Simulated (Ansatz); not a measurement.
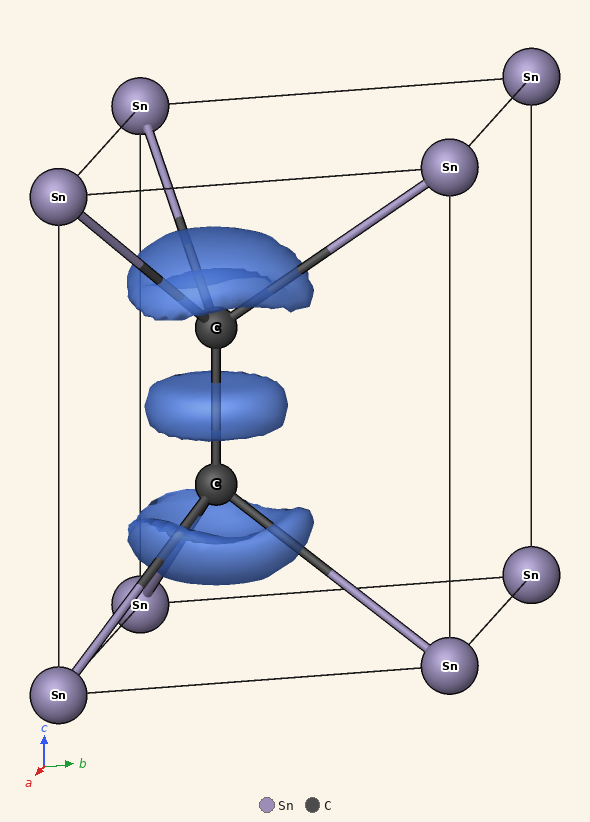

The picture shows: SnC2. Isosurface of the electron localisation function at 0.8 (blue), seen slightly off an axis. Only the valence region is drawn (cores and ρ < 0.01 e/Å³ removed). Sticks mark near contacts.

Space group P-6m2; a structure generated by program, which may or may not match a known phase.

Level of theory: DFT PBE, scalar-relativistic, plane waves, PAW (Ansatz).

In a PAW calculation such maps are meaningful between the atoms, not at the nuclei.

Q: Where are the electrons localised?

A: At this value the surface marks out one region between bonded C–C atoms and two regions wrapped around C (the valence shell of each), counted in one cell of 3 atoms. Any copies at cell faces, edges or corners count once.

Values along the shortest contacts:
C–C (1.31 Å): the ELF peaks at about 0.90 between the atoms. Sn–C (2.41 Å): the ELF peaks at about 0.85 in the valence shell of C, 0.7 Å from its nucleus, and is about 0.40 at the midpoint.
